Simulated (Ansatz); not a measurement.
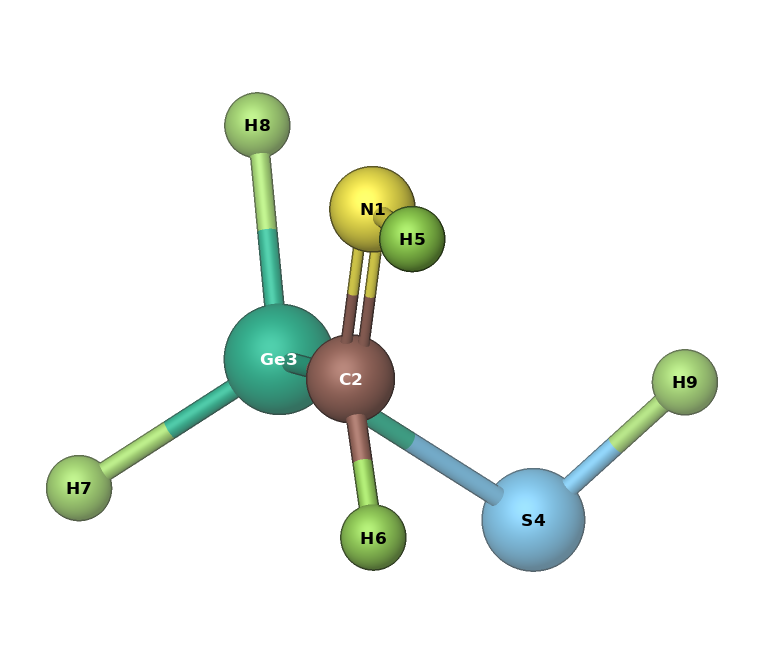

Ge3 lies behind C2. The molecule seen a little off the C2–Ge3 bond, C2 in front. Depth is shown by fading: the farther an atom, the more it takes the colour of the background. Computed geometry: PBE0-D4/def2-TZVP optimisation. No frequency run is at hand to confirm it as a minimum.

Question: What is the torsion angle N1–C2–Ge3–S4? The sign is positive where the front bond must turn clockwise to cover the back bond.

Answer: 121°, anticlinal.
